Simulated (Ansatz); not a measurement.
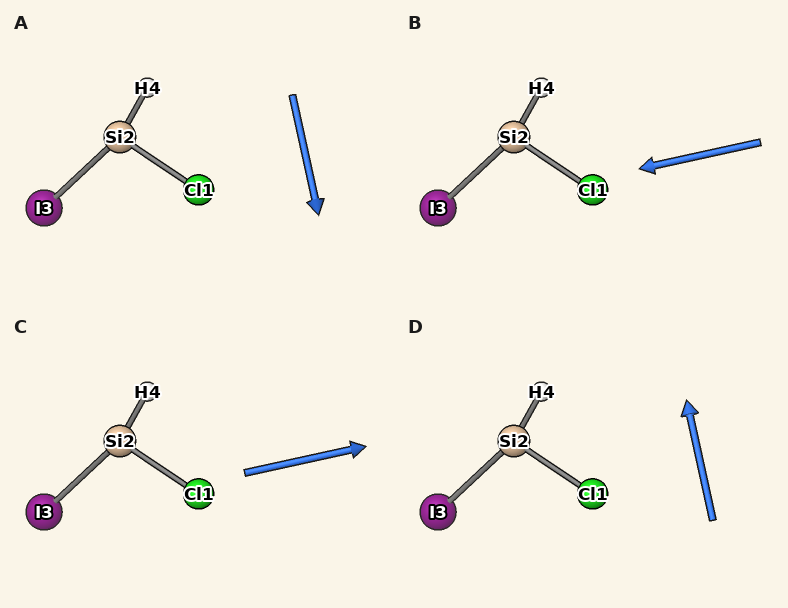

The same molecule four times, each with an arrow. State: neutral, doublet. The geometry was computed by an optimisation with PBE-D4/def2-SVP. No frequency run is at hand to confirm it as a minimum. Method: UKS PBE-D4/def2-SVP, core potentials on I (Ansatz 0.2.0).

Which arrow points along the dipole moment, from the negative to the positive end?

Answer. D. The dipole moment is 0.87 D; it points from the side of Cl1 to the side of H4 (the outermost atoms at the two ends).
